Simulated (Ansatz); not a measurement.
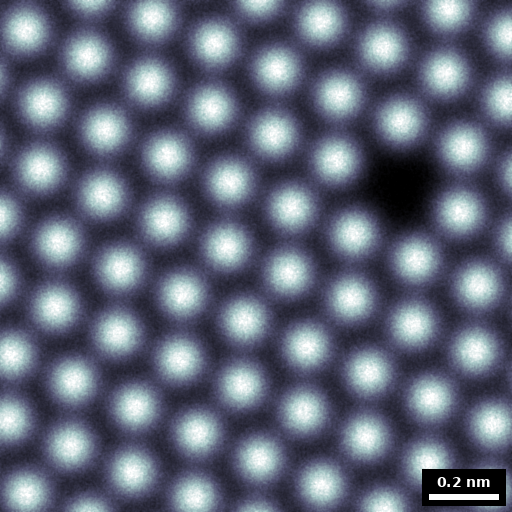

Dark-field STEM-like image of Be (P6_3/mmc, No. 194) along [100]. Simulation: incoherent imaging, intensity Z^1.7 per atom, probe width 1.16 Å, thin sample. The probe carries 15 % of its weight in a tail 2.5 times as wide. Shot noise was added.

The sample is 1 repeat (2.3 Å) thick. One point defect was put into the perfect crystal, without relaxing the atoms around it. Brightness is counted from the darkest point of the image. Host structure: the geometry relaxed at fixed volume with DFT r2SCAN, scalar-relativistic, plane waves, PAW in Ansatz 0.2.0.

**Where is the defect (in Å from the left and the top edge), and what does its contrast suggest?**

At about 12 Å from the left and 5 Å from the top. The column has all but vanished there, which points to a vacancy or a much lighter atom. The column holds 1 atom (Be) through the sample, and one Be atom is missing, so its peak vanishes.
